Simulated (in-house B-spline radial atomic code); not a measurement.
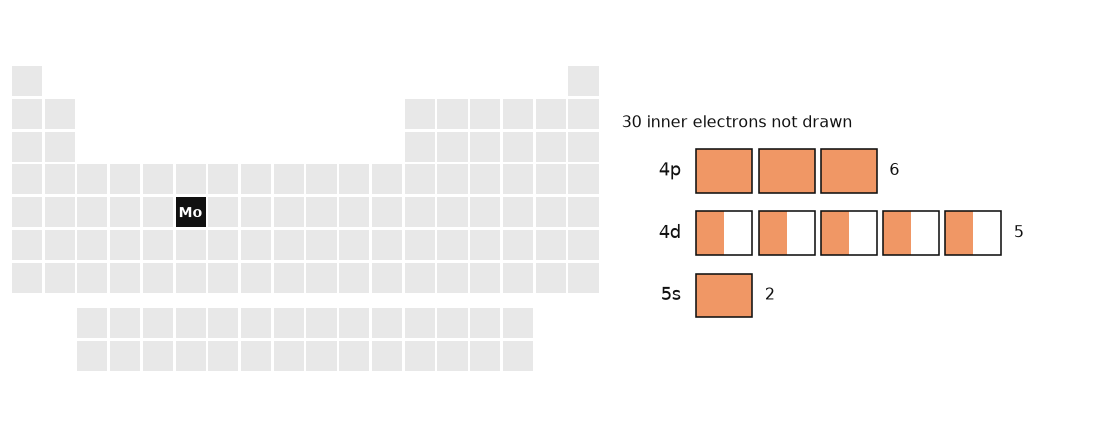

Figure 1. Left, the place of molybdenum in the periodic table; right, the outer shells as the input fills them: a box for each of the 2l + 1 orbitals, shaded by the share of the shell that is filled, with the electron count at the right.

# RPA and GW calculation for Mo⁻

System: Mo⁻, configuration [Kr] 4d5 5s2.
Method: RPA, second-order and SOSEX correlation energies and G0W0 (contour deformation) on a scalar-relativistic (spin-free one-electron X2C) mean field, all electrons, B-spline basis (in-house B-spline radial atomic code).

## Outcome

- outcome: refused by the program
- hardware: 1 thread of Intel Xeon (Sapphire Rapids), 256 GiB of memory available, shared host

## What went wrong

The program refused the input; the driver noted: the highest occupied level is unbound.

## The input
```
Z = 42
electrons = 43.0
configuration = [Kr] 4d5 5s2
hamiltonian = x2c
method = bhandhlyp
lmax = 9
rms_radius = 4.4091
spin_polarised = True
box_radius = 60.0
intervals = 74
```

The run was one of a batch that the task file lists, launched with:
```bash
python <driver script> task.json out
```

The program writes its results to a structured record and prints no log; tables and figures of this report are taken from that record.
